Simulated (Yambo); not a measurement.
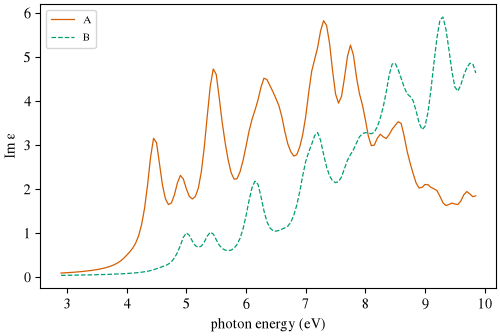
Figure. Two computed absorption spectra of CdClOH (space group P6_3mc, No. 186) (Yambo, PBEsol bands with the same scissor, field along x)

Axes are Cartesian, with cell vectors (Å) (3.70, 0.00, 0.00), (-1.85, 3.20, 0.00), (0.00, 0.00, 10.18).

Question: Which curve includes the electron-hole attraction (BSE)?

Answer: Curve A: the attraction moves weight to lower energy (centre of the plotted range 7.0 eV against 8.1 eV). Settings: 6×6×2 mesh, 20 valence and 6 conduction bands, static screening with 80 bands and a 3 Ry block, scissor 1.99 eV, Tamm-Dancoff. The scissor comes from a G0W0 run whose convergence isn't established. Broadening 0.15 eV. The band window holds all transitions up to 10.9 eV. On this mesh the peak heights and the fine structure are mesh artefacts; only the shift of weight is robust.

Spin-orbit coupling is not included.

Geometry relaxed with PBE+D3(BJ); primitive cell a = b = 3.697 Å, c = 10.185 Å, α = β = 90.00°, γ = 120.00°.
